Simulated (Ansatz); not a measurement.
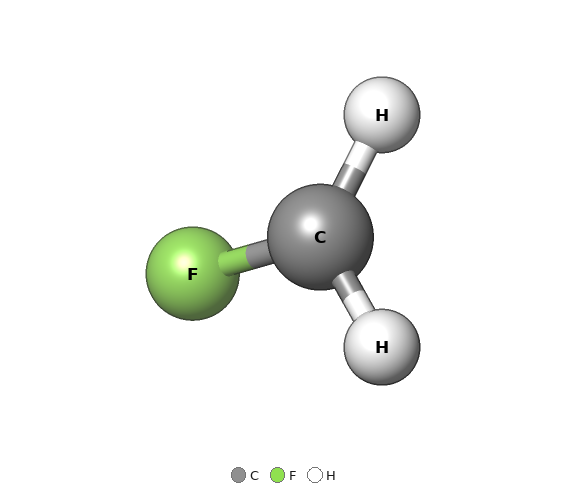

Ball-and-stick drawing of a structure.

State: neutral, doublet.

> Count the atoms of each element.

CH₂F, 4 atoms: 1 carbon, 2 hydrogen and 1 fluorine.

> Write the SMILES.

[CH2]F

> Name some functional groups or characteristic bonds that it holds.

Among them: C–F bond.

The parts below concern this one geometry. Atoms keep their numbers from picture to picture. The geometry was computed by an optimisation with PBE0-D4/def2-TZVP.

**Vibrations**

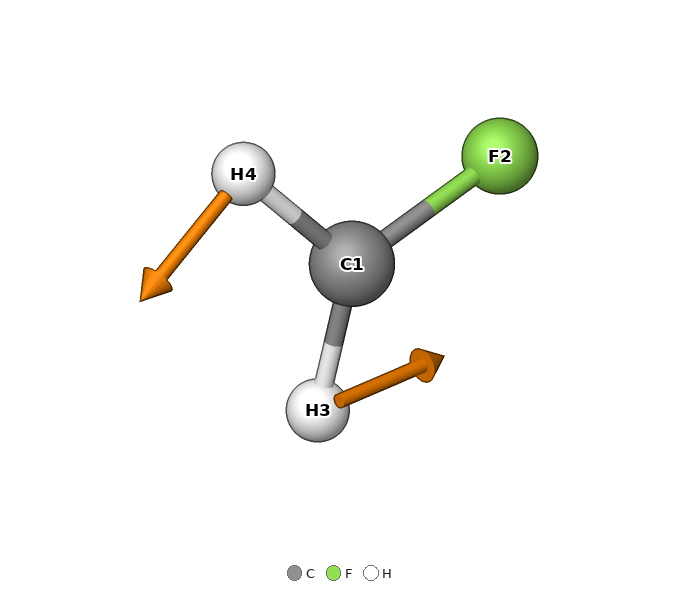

The arrows show one normal mode. Harmonic vibrations computed with UKS PBE0-D4/def2-TZVP (Ansatz 0.2.0) at a stationary point of the same level.

> What kind of motion is it?

Mostly F–C–H bending.

> At what wavenumber does it lie?

1174 cm⁻¹; it is mode 2 of 6 counted from the lowest.

**Electronic properties**

Level of theory: UHF-CCSD(T), frozen core/def2-TZVPP (Ansatz 0.2.0).

What does the calculation give?

- HOMO energy (Hartree–Fock orbital): −10.58 eV
- ⟨S²⟩ of the determinant: 0.761
- T1 diagnostic: 0.015

**Dipole moment**

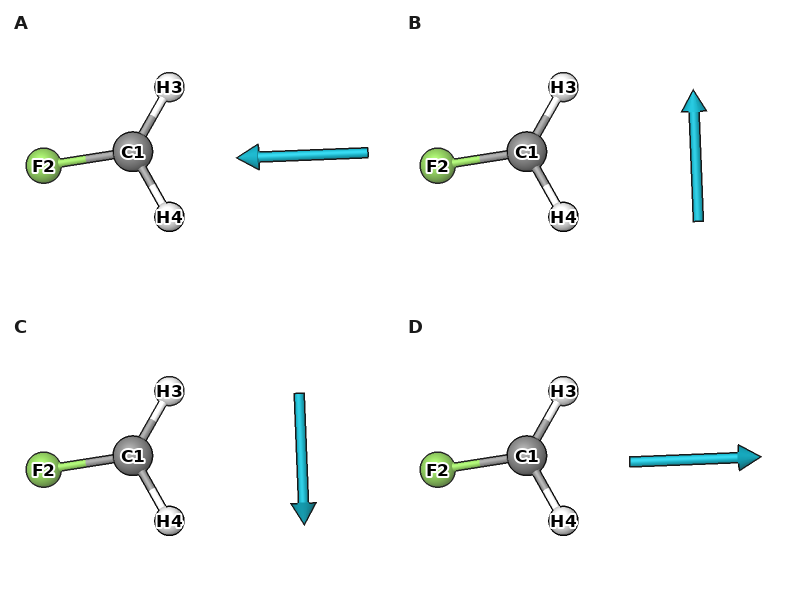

The same molecule four times, each with an arrow. Properties computed with UKS PBE0-D4/def2-TZVP (Ansatz 0.2.0).

> Which arrow points along the dipole moment, from the negative to the positive end?

D. The dipole moment is 1.30 D; it points from the side of F2 to the side of H3, H4 (the outermost atoms at the two ends).

**Charges**

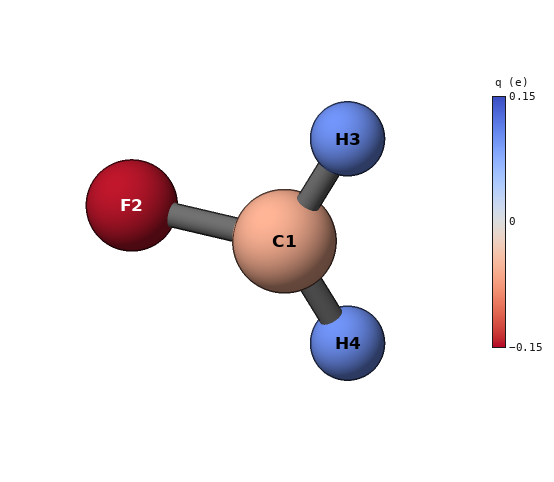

Atoms are coloured by their Mulliken charges. Level of theory: UKS PBE-D4/def2-TZVPP (Ansatz 0.2.0).

Give the Mulliken charges atom by atom.

```csv
atom,value (e)
C1,−0.06
F2,−0.15
H3,0.10
H4,0.10
```

Mulliken values depend strongly on the basis set and can even reverse the polarity of a bond.
